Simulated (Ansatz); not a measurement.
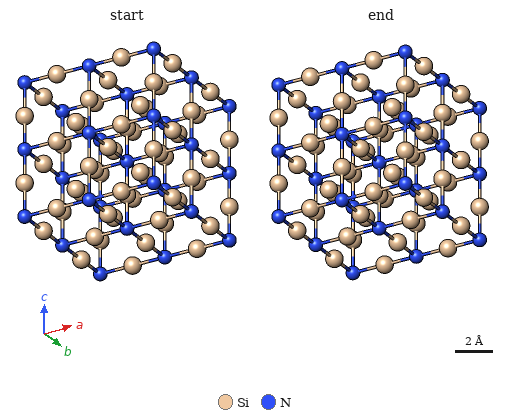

The structure of a crystal of Si4N (a generated structure, set up in Pm-3m) before (left) and after (right) a relaxation, at one scale.

Style: ball-and-stick. Shown: the cell of the calculation, repeated 2 × 2 × 2 with one cell outlined, from a free direction.

The calculation used DFT PBE, scalar-relativistic, plane waves, PAW (Ansatz). Settings: plane-wave cutoff 420 eV; k-point mesh 10 × 10 × 10; occupations gaussian; smearing width 0.1 eV; no spin polarisation; cell and atoms relaxed; force threshold 0.01 eV/Å; at most 80 steps.

Q: Describe what moved and what it gained.

A: After 4 accepted moves (6 points after the start) the energy has fallen by 11.7 meV per atom. All forces vanish by symmetry, so only the cell relaxes. Pressure: −4.80 GPa at the start and 0.00 GPa at the end. At 2 points the geometry stayed and the basis and grid were re-selected for the new cell (energy shift of 0.5 meV per atom at most each time). No atom moves by more than 0.005 Å relative to the cell. The drawn cell changes as follows: a = b = c 4.113 → 4.039 Å (−1.8 %); the volume changes by −5.3 %. Some distances before and after: N–Si 2.057 → 2.019 Å. The space group stays Pm-3m (No. 221). Cost: 44 s on 1 thread of Intel(R) Xeon(R) Processor @ 2.70GHz, on a shared host, peak memory 0.39 GiB.
